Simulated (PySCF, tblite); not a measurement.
C₇H₁₀FNSi, SMILES C/C=C1\[SiH2][C@@H](CC#N)[C@@H]1F, geometry in Å:

```xyz
20

C      3.3316     0.0922    -0.6238
C      2.2459    -0.3279     0.3028
C      0.9536    -0.1869     0.0470
Si    -0.1525     0.6238    -1.2527
C     -1.2995     0.2974     0.2633
C     -2.6345    -0.4254     0.0846
C     -3.5418     0.3919    -0.6757
N     -4.2400     1.0605    -1.2863
C     -0.2060    -0.5349     0.9538
F     -0.0099    -0.1927     2.2767
H      3.9467     0.8596    -0.1546
H      2.9162     0.4846    -1.5492
H      3.9805    -0.7533    -0.8498
H      2.5672    -0.7661     1.2421
H      0.0740     2.0213    -1.6001
H     -0.4668    -0.2116    -2.4109
H     -1.4640     1.2040     0.8502
H     -2.4880    -1.3682    -0.4522
H     -3.0922    -0.6473     1.0552
H     -0.4258    -1.6103     0.9569
```

GIAO shifts, PBE0/pcSseg-1, PySCF, at a GFN2-xTB geometry (a minimum by its frequencies), against TMS for ²⁹Si and TMS for ¹³C computed at the same level. Gas phase, fully decoupled, line heights follow the number of nuclei, widths are arbitrary (no quadrupolar broadening); values of one conformer, averaged over methyl-type rotors and exact or near symmetry; other conformers aren't averaged in.

**Predict the ²⁹Si spectrum.**

1 signal.


| δ (ppm) | nuclei | atoms |
| --- | --- | --- |
| −57.1 | 1 | Si4 |

**Predict the ¹³C spectrum.**

7 signals.


```csv
δ (ppm),nuclei,atoms
154.2,1,C2
142.1,1,C3
124.5,1,C7
98.9,1,C9
34.0,1,C5
24.4,1,C1
19.8,1,C6
```

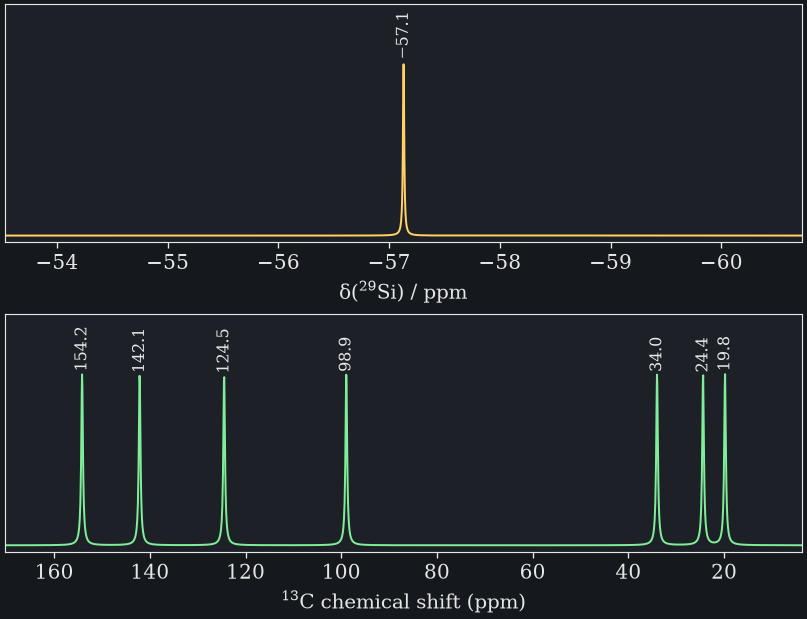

Known limits of this run: the tight-binding geometry is rougher than a DFT one and adds to the error.
